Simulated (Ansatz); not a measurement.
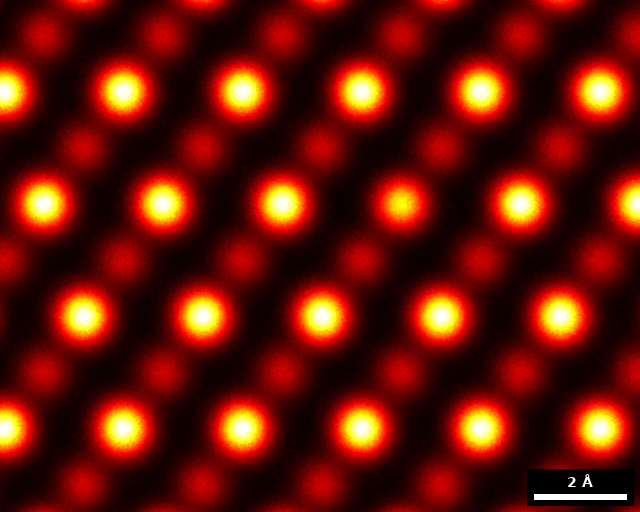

Dark-field STEM-like image of SiN (Fm-3m, No. 225) along [110]. The image is simulated as a sum over atoms of Z^1.8, blurred by a 0.90 Å probe (no channelling). The probe carries 15 % of its weight in a tail 2.5 times as wide. Shot noise was added.

The sample is 4 repeats (12.0 Å) thick. One point defect was put into the perfect crystal, without relaxing the atoms around it. Brightness is counted from the darkest point of the image. Host structure: the end point of a relaxation with Ansatz, DFT PBE, scalar-relativistic, plane waves, PAW; the starting structure was generated, so it need not be a known form of this composition.

Where is the defect (in Å from the left and the top edge), and what does its contrast suggest?

Answer. At about 9 Å from the left and 4 Å from the top. The column is dimmer, which points to a vacancy or a lighter atom. The column holds 4 atoms (Si) through the sample, and one Si atom is missing, so its peak drops to about 75 % of that of its equals.
